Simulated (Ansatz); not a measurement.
Input file:

```
crystal:
  periodic: [false, false, false]
  atoms:
    - {symbol: Li, position_ang: [-0.003873, -0.006283, -0.004389]}
    - {symbol: Li, position_ang: [-1.940689, -1.988063, -0.798341]}
    - {symbol: Na, position_ang: [2.798144, 0.408002, 1.233022]}
    - {symbol: Na, position_ang: [1.087483, -2.831070, 0.562592]}
    - {symbol: Na, position_ang: [-2.512217, 1.377951, -1.145195]}
    - {symbol: Na, position_ang: [0.571143, 3.039463, 0.152321]}
basis:
  gaussian: {orbitals: def2-TZVP, initial_orbitals: start.molden}
hamiltonian: {xc: pbe0}
scf: {omitted_lower_state_checks: [starts]}
output: {orbitals: {seedname: orbitals}}
```

Launched as:

```sh
ansatz run in.yaml --threads 4 --pin off --events-out ev --progress --plain --max-ram 3916MiB
```

Geometry: PBE/def2-SVP.

Computed with RKS PBE0/def2-TZVP in Ansatz 0.2.0.

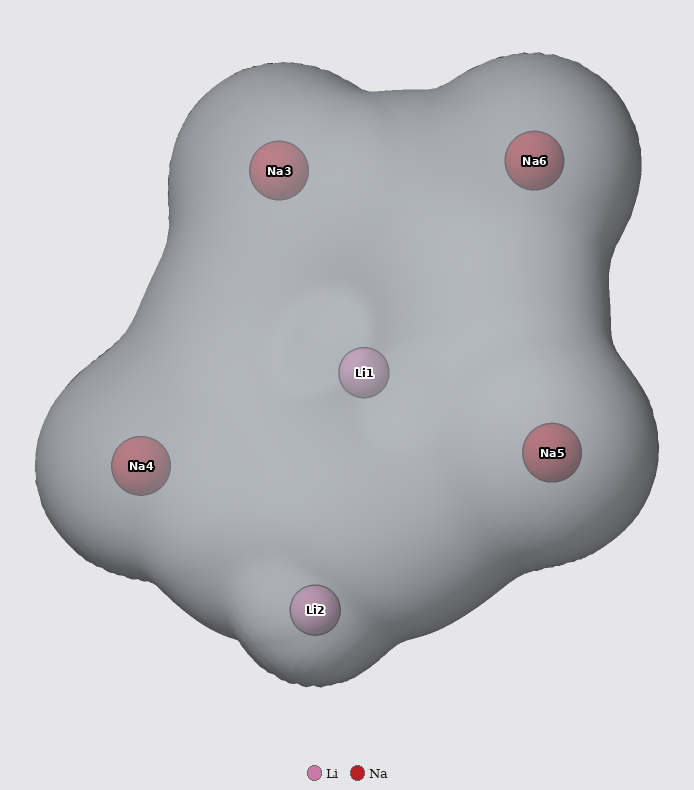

Li2Na4. Isosurface of the total electron density at 0.03 e/Å³ (grey), seen at a tilt.

Question: Which contacts does the surface bridge?

Answer: At this value the surface is in one piece. It bridges the sampled Na···Li (3.08 Å), Li–Li (2.88 Å) and Na–Li (3.08 Å) contacts, where the density stays above the isovalue. On the grid the lowest density along these lines, outside the cores, is 0.06 e/Å³ (Na···Li, 3.08 Å), 0.06 e/Å³ (Li–Li, 2.88 Å) and 0.06 e/Å³ (Na–Li, 3.08 Å).
